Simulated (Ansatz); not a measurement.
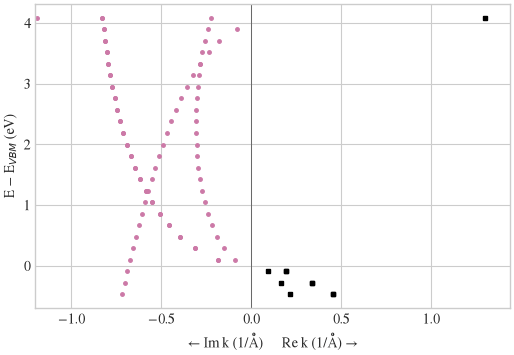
Complex bands at the centre of the two-dimensional zone; r2SCAN run with Ansatz (an electronic-structure program)

The gap is the functional's own, uncorrected, and κ follows it; spin-orbit coupling is left out. Mid-gap values are interpolated between the computed energies.

This is AlN (F-43m, zinc blende, 2 atoms a cell, 10.4 Å³ an atom) along the normal of (001). Read off the slowest decay at the centre of the two-dimensional zone at 2.00 eV, the computed energy nearest the middle of the gap.

κ ≈ 0.30 1/Å, a decay length 1/(2κ) of the density of 1.6 Å.
